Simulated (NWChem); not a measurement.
# triplet CSe: levels of theory compared

We compute a comparison of 3 runs (UB3LYP/cc-pVTZ, UPBE0/cc-pVTZ, UCCSD(T)/cc-pVTZ) of triplet CSe. 

Program for the calculation: NWChem 7.3.0.

3 further runs of the same task are left out: 3 set aside as unsound or not needed.

## 1. The structure to begin with

The species is CSe (2 atoms), meant as a triplet with charge 0. SMILES of the parent species: `[C][Se]`. The shape is that of a PBE0-D4/def2-TZVP optimisation. That shape belongs to the parent species and isn't relaxed for this state.

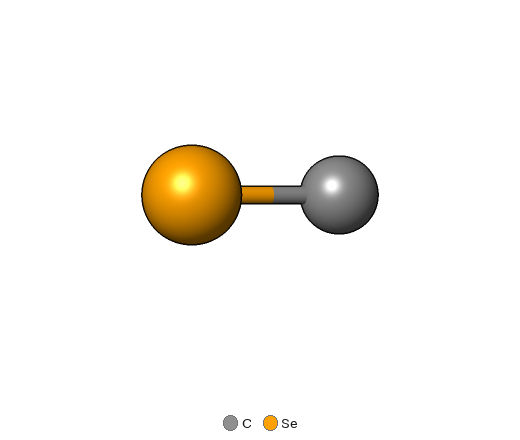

Viewed from a chosen angle; carbon grey, selenium orange.

## 2. The energy at UB3LYP/cc-pVTZ (run 1)

run.nw reads:

```
start run
title "CSe B3LYP"
memory total 2200 mb

geometry noautosym nocenter noautoz
C      0.000000     0.000000    -0.008520
Se     0.000000     0.000000     1.662780
end

basis "ao basis" spherical bse
* library cc-pVTZ
end

dft
xc b3lyp
mult 3
grid xfine
convergence energy 1e-08
iterations 100
mulliken
end

task dft
```

Started as:

```bash
$ nwchem run.nw > run.out
```

The log of the run:

```text
[...]
          Wavefunction type:  spin polarized.
          No. of atoms     :     2
          No. of electrons :    40
[...]
          Charge           :     0
          Spin multiplicity:     3
[...]
          AO basis - number of functions:    73
[...]
              XC Information
              --------------
                         B3LYP Method XC Potential
                     Hartree-Fock (Exact) Exchange  0.200
                        Slater Exchange Functional  0.800 local
                    Becke 1988 Exchange Functional  0.720 non-local
              Lee-Yang-Parr Correlation Functional  0.810
                  VWN I RPA Correlation Functional  0.190 local
[...]
 d= 0,ls=0.0,diis     1  -2439.4859251644 -2.50D+03  6.32D-03  1.58D-01    16.6
[...]
 d= 0,ls=0.0,diis    13  -2439.5421821519 -2.48D-09  1.03D-07  2.03D-10   139.0
[...]
         Total DFT energy =    -2439.542182151908
      One electron energy =    -3521.835585599473
           Coulomb energy =     1110.205256384163
    Exchange-Corr. energy =      -92.503583204018
 Nuclear repulsion energy =       64.591730267420
[...]
      Total Density - Mulliken Population Analysis
     ---------------------------------------------
    Atom       Charge   Shell Charges
 -----------   ------   -------------------------------------------------------
    1 C    6     6.17   1.94  0.22  0.88  0.46  0.72  1.26  0.63  0.01  0.04  0.00
    2 Se  34    33.83   2.00  2.01  1.92  0.48  1.04  0.44  6.00  5.84  1.00  2.10  0.89  9.62  0.41  0.07  0.02
[...]
      <S2> =      2.0280 (Exact =     2.0000)
[...]
```

Run time: 2.3 min. Hardware: 1 thread of Intel Xeon Platinum 8375C at 2.90GHz (Ice Lake), shared host; peak memory 0.13 GiB.

## 3. A single-point energy at UPBE0/cc-pVTZ (run 2)

cse.nw reads:

```
START cse
memory stack 880 mb heap 220 mb global 1100 mb
charge 0

GEOMETRY noautosym nocenter noautoz
  C     0.000000    0.000000   -0.008520
  Se    0.000000    0.000000    1.662780
END

BASIS spherical bse
  * library cc-pVTZ
END

DFT
  xc pbe0
  mult 3
  grid xfine
  convergence energy 1e-08
  iterations 100
  mulliken
  print medium
END

TASK dft
```

Started as:

```bash
$ nwchem cse.nw > cse.out
```

The log of the run:

```text
[...]
          Wavefunction type:  spin polarized.
          No. of atoms     :     2
          No. of electrons :    40
[...]
          Charge           :     0
          Spin multiplicity:     3
[...]
          AO basis - number of functions:    73
[...]
              XC Information
              --------------
                         PBE0 Method XC Functional
                     Hartree-Fock (Exact) Exchange  0.250
          PerdewBurkeErnzerhof Exchange Functional  0.750
            Perdew 1991 LDA Correlation Functional  1.000 local
           PerdewBurkeErnz. Correlation Functional  1.000 non-local
[...]
 d= 0,ls=0.0,diis     1  -2439.1219631075 -2.50D+03  5.94D-03  1.24D-01    16.9
[...]
 d= 0,ls=0.0,diis    13  -2439.1742624745 -1.69D-09  1.39D-07  2.09D-10   126.7
[...]
         Total DFT energy =    -2439.174262474496
      One electron energy =    -3522.034817424515
           Coulomb energy =     1110.419680877772
    Exchange-Corr. energy =      -92.150856195172
 Nuclear repulsion energy =       64.591730267420
[...]
      Total Density - Mulliken Population Analysis
     ---------------------------------------------
    Atom       Charge   Shell Charges
 -----------   ------   -------------------------------------------------------
    1 C    6     6.15   1.95  0.21  0.88  0.44  0.70  1.29  0.62  0.01  0.05  0.00
    2 Se  34    33.85   2.00  2.01  1.92  0.45  1.06  0.44  6.00  5.84  0.96  2.19  0.86  9.63  0.41  0.08  0.02
[...]
      <S2> =      2.0506 (Exact =     2.0000)
[...]
```

Wall time 2.1 min (1 thread of Intel Xeon Platinum 8375C at 2.90GHz (Ice Lake), shared host); peak memory 0.13 GiB.

## 4. A single-point energy at UCCSD(T)/cc-pVTZ (run 3)

cse.nw reads:

```
start cse
memory 2200 mb
geometry units angstrom noautosym nocenter noautoz
C     0.000000    0.000000   -0.008520
Se    0.000000    0.000000    1.662780
end
basis "ao basis" spherical bse
* library cc-pVTZ
end
scf
triplet
uhf
thresh 1e-08
maxiter 80
end
tce
scf
ccsd(t)
freeze core 10
maxiter 60
end
task tce energy
```

Started as:

```bash
$ nwchem cse.nw > cse.out
```

The log of the run:

```text
[...]
  functions       =    73
[...]
  wavefunction    = UHF
[...]
         Total SCF energy =  -2437.609948342518
      One electron energy =  -3522.821342669024
      Two electron energy =   1020.619664059087
 Nuclear repulsion energy =     64.591730267420
                       Sz =      1.0000
                 Sz(Sz+1) =      2.0000
                      S^2 =      2.5040
[...]
         Wavefunction type : Unrestricted Hartree-Fock
          No. of electrons :    40
[...]
         Spin multiplicity : triplet
[...]
 CCSD total energy / hartree       =     -2437.925250358950962
[...]
 CCSD[T] total energy / hartree       =     -2437.944727954814425
[...]
 CCSD(T) total energy / hartree       =     -2437.942678937524306
[...]
```

Wall time 9.7 min (1 thread of Intel Xeon Platinum 8375C at 2.90GHz (Ice Lake), shared host); peak memory 0.76 GiB.

## 5. The series

```
run             level  integration grid  iteration cap   energy (Eh)  dipole moment (D) of the reference  HOMO energy (eV)   ⟨S²⟩  wall time
  1    UB3LYP/cc-pVTZ             xfine            100  -2439.542182                                0.45             -5.13  2.028    2.3 min
  2     UPBE0/cc-pVTZ             xfine            100  -2439.174262                                0.33             -5.42  2.051    2.1 min
  3  UCCSD(T)/cc-pVTZ                 –             80  -2437.942679                                   –             -8.33  2.504    9.7 min
```

## 6. What came out

| quantity | value |
| --- | --- |
| run 3: total energy | -2437.94268 Eh |
| run 3: HOMO energy (Hartree–Fock orbitals) (highest over α and β) | -8.33 eV |
| run 3: LUMO energy (Hartree–Fock orbitals) (lowest over α and β) | 0.55 eV |
| run 3: correlation energy (10 core orbitals frozen) | -332.7 mEh |
| run 3: (T) correction | -17.43 mEh |
| run 3: ⟨S²⟩ of the reference determinant | 2.504 |

**Reading.** Totals of different functionals can't be ranked against each other. Spin contamination of the reference: run 3 ⟨S²⟩ = 2.50. All runs together took 14 min, the longest 9.7 min.
